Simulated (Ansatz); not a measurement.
One crystal and one scan (scan of one atom of the cell) at two levels, PBE (plane waves to 420 eV, PAW, scalar-relativistic; Ansatz, an electronic-structure program) and r2SCAN (plane waves to 500 eV, PAW, scalar-relativistic; Ansatz), each from its own relaxed cell and on its own mesh. The cell shown is that of PBE.

Starting cell, ZnO (wurtzite):

```
CELL_PARAMETERS angstrom
      3.27960     0.00000     0.00000
     -1.63980     2.84021     0.00000
      0.00000     0.00000     5.29330
ATOMIC_POSITIONS crystal
  Zn 0.66667 0.33333 0.00215
  Zn 0.33333 0.66667 0.50215
  O  0.66667 0.33333 0.62305
  O  0.33333 0.66667 0.12305
```

Scan: atom 3 (O, nearest neighbour Zn at 1.999 Å; its periodic images, 3.3 Å or more away, move with it) is displaced along Cartesian x, direction (1.000, 0.000, 0.000) in Cartesian axes, by s. The other atoms stay.

E stands for the smeared free energy. ZnO was relaxed with its symmetry unable to fall. Percentages come from the unrounded values.

| quantity | PBE | r2SCAN | PBE − r2SCAN |
|---|---|---|---|
| Lattice constant a (Å) | 3.280 | 3.235 | +0.045 (+1.4 %) |
| Lattice constant c (Å) | 5.293 | 5.211 | +0.082 (+1.6 %) |
| Relaxed volume (Å³/atom) | 12.33 | 11.81 | +0.52 (+4.4 %) |
| Band gap of the relaxed cell, no spin-orbit coupling (eV) | 0.74 | 1.24 | -0.50 (-40 %) |
| Force constant k = d²E/ds² at s = 0 (finite differences) (eV/Å²) | 7.11 | 8.42 | -1.31 (-16 %) |

PBE gives the higher value for: lattice constant a; lattice constant c; relaxed volume. PBE gives the lower value for: band gap of the relaxed cell, no spin-orbit coupling; force constant k = d²E/ds² at s = 0. Both give the same shape of the curve: a single well with its minimum at or next to zero displacement. Neither level is exact: the differences show how much the result hangs on the functional.

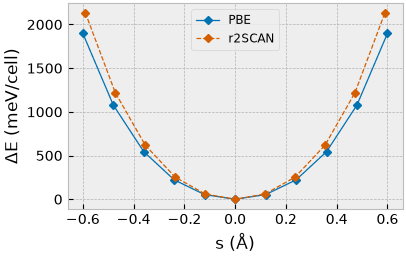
Fig. 1. ΔE, each from the undisplaced structure of its own level.

(A displaced cell: forces are minus the slopes of the energy, force constants its curvatures, and phonons follow from these.)
